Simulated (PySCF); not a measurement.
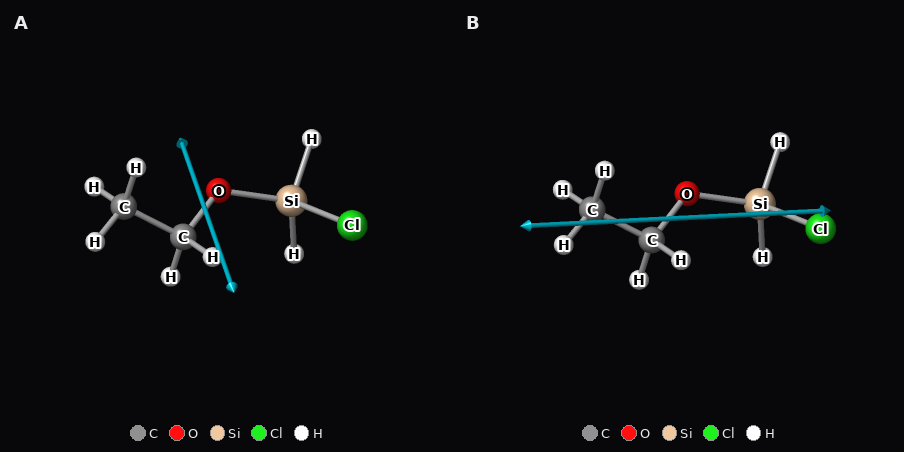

The double arrows show the directions of two transition dipoles from the ground state (lengths mean nothing). The computed structure is the end point of a PBE0-D3(BJ)/def2-SVP optimisation. No frequency run is at hand to confirm it as a minimum. Properties computed with TDDFT PBE0/def2-TZVP, vertical, gas phase, core orbitals frozen in the response (PySCF 2.14.0).

One belongs to singlet state 5 and one to singlet state 6. Which is which?

A: state 5, 8.28 eV (150 nm), oscillator strength 0.021, mainly HOMO−2 → LUMO (weight 0.84).
B: state 6, 8.49 eV (146 nm), oscillator strength 0.042, mainly HOMO−2 → LUMO+1 (weight 0.60).
